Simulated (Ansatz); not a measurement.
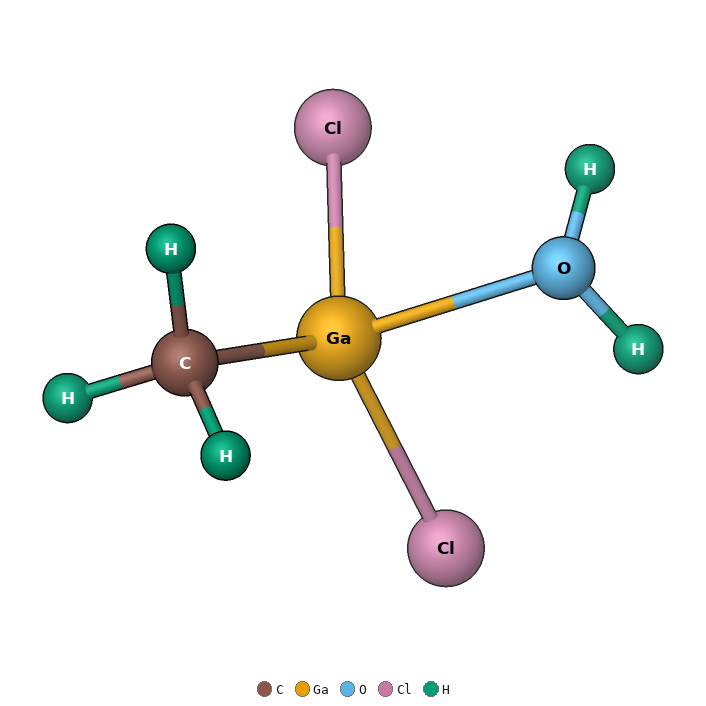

The picture shows the input geometry.

The calculation was set up as follows.

```yaml
crystal:
  periodic: [false, false, false]
  atoms:
    - {symbol: C, position_ang: [-1.562158, -0.523423, 0.289430]}
    - {symbol: Ga, position_ang: [-0.002444, 0.261271, -0.570213]}
    - {symbol: O, position_ang: [1.653141, 0.048144, 0.735106]}
    - {symbol: Cl, position_ang: [1.037774, -0.776642, -2.184078]}
    - {symbol: Cl, position_ang: [0.258921, 2.425769, -0.672973]}
    - {symbol: H, position_ang: [-1.770260, -0.013362, 1.230550]}
    - {symbol: H, position_ang: [-1.393664, -1.583694, 0.480687]}
    - {symbol: H, position_ang: [-2.431783, -0.421011, -0.361545]}
    - {symbol: H, position_ang: [2.313446, -0.419722, 0.204687]}
    - {symbol: H, position_ang: [1.980126, 0.951370, 0.851346]}
basis:
  gaussian: {orbitals: aug-cc-pVTZ}
hamiltonian: {xc: {name: wB97X}}
```

It was started with:

```sh
ansatz run in.yaml --threads 2 --pin off --events-out ev --progress --plain --max-ram 32768MiB --backend cuda --devices 0, --max-vram 18GiB
```

What the program printed:

```
Functional definition: wB97X
  name "wB97X"
  cite "Chai & Head-Gordon, J. Chem. Phys. 128, 084106 (2008) doi:10.1063/1.2834918"
  cite "Becke, J. Chem. Phys. 107, 8554 (1997) doi:10.1063/1.475007"
  parameter omega = 0.3/bohr
  parameter cx = 0.157706
  parameter cx1 = 0.726479
  parameter cx2 = 1.04760
  parameter cx3 = -5.70635
  parameter cx4 = 13.2794
  parameter css1 = -4.33879
  parameter css2 = 18.2308
  parameter css3 = -31.7430
  parameter css4 = 17.2901
  parameter cos1 = 2.37031
  parameter cos2 = -11.3995
  parameter cos3 = 6.58405
  parameter cos4 = -3.78132
  # The coefficients of nought are those of the uniform gas.
  exchange = spin_sum(e_x_unif_sr(omega)*poly(b97_u_x, 1 - cx, cx1, cx2, cx3, cx4)) + cx*exact_x_sr(omega)
      + exact_x_lr(omega)
  correlation = spin_sum(e_c_pw_same_spin*poly(b97_u_same, 1, css1, css2, css3, css4))
      + integral(e_c_pw_opposite_spin*poly(b97_u_opposite, 1, cos1, cos2, cos3, cos4))
1909 factors; their error is unknown
563 factors; integrals over basis functions are off by at most 2.3e-5 eV
mean field evaluation 1: about -80590.2644 eV, gradient 6.1e1 eV
mean field evaluation 2: about -80591.8506 eV, gradient 5.6e1 eV
mean field evaluation 4: about -80596.9559 eV, gradient 1.9e0 eV
mean field evaluation 8: about -80596.9613 eV, gradient 5.2e-2 eV
mean field evaluation 16: about -80597.1048 eV, gradient 3.6e-5 eV
mean field -80597.10481681 eV, -2961.8889713381 hartree, gradient 3.9e-5 eV, S^2 0.000000; 0 other end points of the search recorded, 0 dependent functions left out
reference -80597.10475970 eV, -2961.8889692392 hartree; 42, 42 occupied and 324, 324 virtual orbitals, 1909 factors
Total energy: -80597.10475970 eV, -2961.8889692392 hartree
```

Self-consistency was reached.
